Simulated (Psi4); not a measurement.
# C2H6Si (SMILES CC[SiH]): CAM-B3LYP/cc-pVDZ

What is the energy change on altering one bond length of C2H6Si at CAM-B3LYP/cc-pVDZ? 

Program for the calculation: Psi4 1.11.

**1. The system as given**

The species is C2H6Si (9 atoms), meant as a singlet with charge 0. SMILES: `CC[SiH]`. Geometry: relaxed at PBE0-D4/def2-TZVP. This is one conformer, not always the lowest.

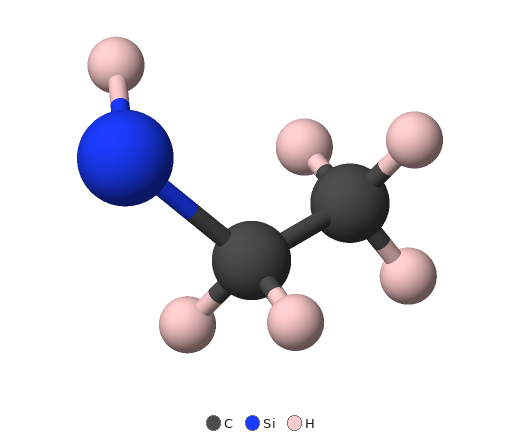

Viewed from a chosen angle; carbon dark grey, silicon blue, hydrogen pink.

**2. Energy and forces at CAM-B3LYP/cc-pVDZ**

Contents of calc.py:

```python
import psi4

psi4.set_memory(2200000000)
psi4.set_num_threads(1)
psi4.core.set_output_file('psi4.out', False)

mol = psi4.geometry("""
C
C 1 1.523047
Si 2 1.89057 1 120.95915
H 1 1.093904 2 112.04433 3 -172.59996
H 1 1.092875 4 107.14328 2 122.07413
H 1 1.091995 5 107.25916 4 -115.90627
H 2 1.095073 1 111.66655 6 176.02015
H 2 1.111173 7 104.09712 1 118.34492
H 3 1.532451 2 94.70986 7 164.89204
symmetry c1
""")

options = {'basis': 'cc-pVDZ', 'puream': True, 'e_convergence': 1e-09, 'd_convergence': 1e-08, 'scf_type': 'pk', 'dft_radial_points': 99, 'dft_spherical_points': 590}
psi4.set_options(options)

E, wfn = psi4.gradient('CAM-B3LYP', return_wfn=True)
psi4.oeprop(wfn, 'MAYER_INDICES', 'DIPOLE', 'WIBERG_LOWDIN_INDICES')
print('gradient / Eh bohr^-1')
print(E.np.round(6))
print(f'energy = {wfn.energy():.10f} Eh')
```

Command:

```bash
python calc.py
```

psi4.out:

```text
[...]
  Running in c1 symmetry.
[...]
  Nuclear repulsion =   95.800479022826323
[...]
  Multiplicity = 1
[...]
  Nalpha       = 16
  Nbeta        = 16
[...]
    Number of basis functions: 76
[...]
   @RKS iter   1:  -368.97895092149110   -4.22413e-01   8.21212e-03 ADIIS/DIIS
[...]
   @RKS iter  12:  -369.19386131915189   -3.97904e-12   3.45664e-09 DIIS
[...]
    Orbital Energies [Eh]
    ---------------------
    Doubly Occupied:
       1A    -66.214278     2A    -10.254476     3A    -10.249477
       4A     -5.358908     5A     -3.723536     6A     -3.715392
       7A     -3.711923     8A     -0.841348     9A     -0.702748
      10A     -0.553183    11A     -0.509854    12A     -0.469776
      13A     -0.440793    14A     -0.413814    15A     -0.353984
      16A     -0.272801
[...]
  @RKS Final Energy:  -369.19386131915189
   => Energetics <=
    Nuclear Repulsion Energy =             95.8004790228263232
    One-Electron Energy =                -697.1322992746370346
    Two-Electron Energy =                 257.3108880147979676
    DFT Exchange-Correlation Energy =     -25.1729290821390990
    Empirical Dispersion Energy =           0.0000000000000000
    VV10 Nonlocal Energy =                  0.0000000000000000
    Total Energy =                       -369.1938613191518925
[...]
  -Total Gradient:
     Atom            X                  Y                   Z
    ------   -----------------  -----------------  -----------------
       1       -0.000137210751    -0.000550817171    -0.002578073070
       2        0.000076279595     0.000530631982     0.001930940524
       3        0.001063010921     0.003421771128    -0.004331272510
       4       -0.000627913998    -0.004899012294     0.002165747601
       5        0.004922698876     0.001990456780     0.002314788943
       6       -0.004094621972     0.003078378059     0.002354208083
       7        0.003593639064    -0.003467602760    -0.001786712033
       8       -0.003597341536    -0.001678742729    -0.001415330471
       9       -0.001197483820     0.001574713895     0.001347063281
[...]
 Multipole Moments:
 ------------------------------------------------------------------------------------
     Multipole            Electronic (a.u.)      Nuclear  (a.u.)        Total (a.u.)
 ------------------------------------------------------------------------------------
 L = 1.  Multiply by 2.5417464519 to convert [e a0] to [Debye]
 Dipole X            :         -0.8145919            0.8462944            0.0317025
 Dipole Y            :         -2.9115547            3.2689215            0.3573668
 Dipole Z            :          4.7979154           -5.0932398           -0.2953244
 Magnitude           :                                                    0.4646855
[...]
```

The script printed:

```text
gradient / Eh bohr^-1
[[-1.370e-04 -5.510e-04 -2.578e-03]
 [ 7.600e-05  5.310e-04  1.931e-03]
 [ 1.063e-03  3.422e-03 -4.331e-03]
 [-6.280e-04 -4.899e-03  2.166e-03]
 [ 4.923e-03  1.990e-03  2.315e-03]
 [-4.095e-03  3.078e-03  2.354e-03]
 [ 3.594e-03 -3.468e-03 -1.787e-03]
 [-3.597e-03 -1.679e-03 -1.415e-03]
 [-1.197e-03  1.575e-03  1.347e-03]]
energy = -369.1938613192 Eh
```

Wall time 26 s (1 thread of Intel Xeon 6975P-C (Granite Rapids), shared host); peak memory 1.5 GiB.

**3. The distorted shape**

Contents of c2h6si.dat:

```
memory 2200 MB

molecule {
  C
  C 1 1.523047
  Si 2 2.4577 1 120.95916
  H 1 1.093904 2 112.04433 3 -172.59995
  H 1 1.092875 4 107.14328 2 122.07413
  H 1 1.091995 5 107.25916 4 -115.90627
  H 2 1.095073 1 111.66655 6 176.02015
  H 2 1.111173 7 104.09712 1 118.34492
  H 3 1.532451 2 94.70986 7 164.89205
  symmetry c1
}

set {
  basis cc-pVDZ
  reference rks
  puream true
  e_convergence 1e-09
  d_convergence 1e-08
  scf_type pk
  dft_radial_points 99
  dft_spherical_points 590
}

e_tot, wfn = gradient('cam-b3lyp', return_wfn=True)
oeprop(wfn, 'MAYER_INDICES', 'WIBERG_LOWDIN_INDICES', 'DIPOLE', title='CAM-B3LYP')
```

Command:

```bash
psi4 -i c2h6si.dat -o c2h6si.out -n 1
```

c2h6si.out:

```text
[...]
  Running in c1 symmetry.
[...]
  Nuclear repulsion =   85.783080337855580
[...]
  Multiplicity = 1
[...]
  Nalpha       = 16
  Nbeta        = 16
[...]
    Number of basis functions: 76
[...]
   @RKS iter   1:  -368.89976184576381   -7.07788e-01   8.60038e-03 DIIS/ADIIS
[...]
   @RKS iter  13:  -369.15176377450962   -1.93268e-12   3.00789e-09 DIIS
[...]
    Orbital Energies [Eh]
    ---------------------
    Doubly Occupied:
       1A    -66.249712     2A    -10.256517     3A    -10.244616
       4A     -5.389105     5A     -3.753638     6A     -3.745592
       7A     -3.742651     8A     -0.817555     9A     -0.667831
      10A     -0.550746    11A     -0.491292    12A     -0.466327
      13A     -0.422174    14A     -0.393259    15A     -0.336712
      16A     -0.269197
[...]
  @RKS Final Energy:  -369.15176377450962
   => Energetics <=
    Nuclear Repulsion Energy =             85.7830803378555800
    One-Electron Energy =                -677.0477143061029892
    Two-Electron Energy =                 247.1997802135052780
    DFT Exchange-Correlation Energy =     -25.0869100197675294
    Empirical Dispersion Energy =           0.0000000000000000
    VV10 Nonlocal Energy =                  0.0000000000000000
    Total Energy =                       -369.1517637745096181
[...]
  -Total Gradient:
     Atom            X                  Y                   Z
    ------   -----------------  -----------------  -----------------
       1        0.003029831476     0.011194031847    -0.009745260159
       2       -0.014152918623     0.030427384213    -0.021921072015
       3        0.004082646498    -0.046048257927     0.025517096796
       4       -0.001370162311    -0.006526575097     0.000661689446
       5        0.004956772776     0.001773836519     0.003376573880
       6       -0.004419056655     0.002571131756     0.003455457882
       7        0.007636967711     0.004452571574    -0.004389446187
       8        0.000938712500     0.003892223254     0.000096001333
       9       -0.000703280932    -0.001735750356     0.002948499521
[...]
 Multipole Moments:
 ------------------------------------------------------------------------------------
     Multipole            Electronic (a.u.)      Nuclear  (a.u.)        Total (a.u.)
 ------------------------------------------------------------------------------------
 L = 1.  Multiply by 2.5417464519 to convert [e a0] to [Debye]
 Dipole X            :         -0.7829110            0.8462946            0.0633835
 Dipole Y            :         -4.2631607            4.1741784           -0.0889823
 Dipole Z            :          5.6163367           -5.6362959           -0.0199592
 Magnitude           :                                                    0.1110572
[...]
```

It took 26 s on 1 thread of Intel Xeon 6975P-C (Granite Rapids), shared host; peak memory 1.5 GiB.

**4. Results**

At CAM-B3LYP/cc-pVDZ:

```
                                                          quantity          value
                                         first shape: total energy  -369.19386 Eh
                                        first shape: dipole moment         1.18 D
                                          first shape: HOMO energy       -7.42 eV
                                          first shape: LUMO energy       -1.25 eV
                                        first shape: HOMO–LUMO gap        6.17 eV
                             first shape: largest force on an atom     0.298 eV/Å
                                     distorted shape: total energy  -369.15176 Eh
                                    distorted shape: dipole moment         0.28 D
                                      distorted shape: HOMO energy       -7.33 eV
                                      distorted shape: LUMO energy       -1.79 eV
                                    distorted shape: HOMO–LUMO gap        5.54 eV
                         distorted shape: largest force on an atom     2.715 eV/Å
energy change with the C2–Si3 bond stretched from 1.891 to 2.458 Å       1.146 eV
```

In words: With the C2–Si3 bond stretched from 1.891 to 2.458 Å the energy rises by 1.15 eV (26 kcal/mol). The first shape isn't relaxed at this level, so the change isn't measured from a minimum. The largest force (first shape) is 0.30 eV/Å: the shape isn't a stationary point for this species at this level.
